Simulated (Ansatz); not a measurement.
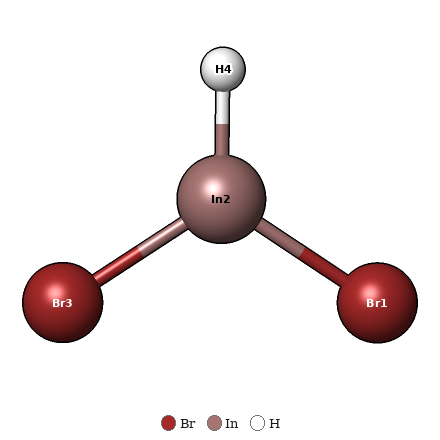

The system is Br₂HIn, SMILES [Br][InH][Br]; the picture shows the reference structure. 
- First axis: bond length Br1–In2. Second axis: bond length In2–Br3.
- Nothing is relaxed (all other coordinates rigid).
- The scan uses a 9 × 9 grid.
- Points are written as (first, second).
- Energies are in kJ/mol, from the lowest grid point.
- The reference is spin-restricted, which grows unreliable where a bond is stretched far.
- Theory: RKS r2SCAN-D4/def2-SVP (Ansatz 0.2.0).

Its coordinates:

```tsv
atom	x (Å)	y (Å)	z (Å)
Br	-1.7998	0.9311	-1.1588
In	0.1529	0.1367	0.1461
Br	0.6212	-2.2782	-0.1634
H	1.0813	1.1503	1.1558
```

Range: bond length Br1–In2 from 2.033 to 3.719 Å; bond length In2–Br3 from 2.132 to 3.471 Å.

**What will the energy surface look like?**

The lowest grid point is at (2.454 Å, 2.467 Å). No other kind of well shows on this grid. The highest grid point, (3.719 Å, 3.471 Å), lies 407 kJ/mol above the lowest. Round the minimum the contours are nearly round: the two directions are equally stiff and uncoupled.

```tsv
bond length In2–Br3 ↓, bond length Br1–In2 →	2.033	2.244	2.454	2.665	2.876	3.087	3.297	3.508	3.719
3.471	383	221	183	201	241	288	333	373	407
3.304	350	187	149	167	208	255	300	341	375
3.136	314	151	112	130	171	218	264	306	341
2.969	278	114	75	92	133	181	227	269	305
2.802	245	79	39	56	97	144	191	233	269
2.634	220	52	11	27	67	114	161	203	240
2.467	213	43	0	15	54	101	147	190	227
2.300	242	69	23	37	75	121	167	209	246
2.132	338	160	111	123	159	204	250	292	329
```

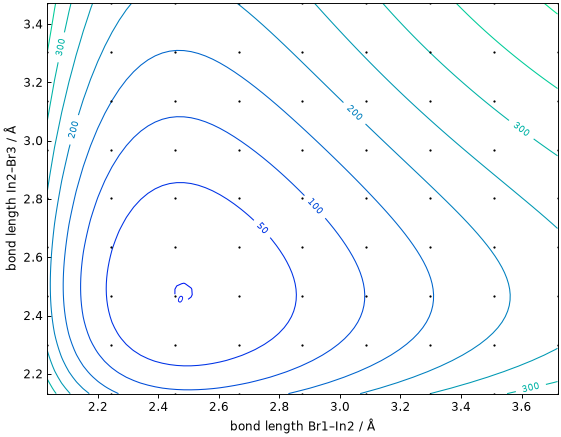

Drawn: contour lines labelled in kJ/mol, dots at the grid points. Between grid points the surface is interpolated.

Time for the 81 points that were run: 11 min on 1 thread of Arm Neoverse V2 (shared host).
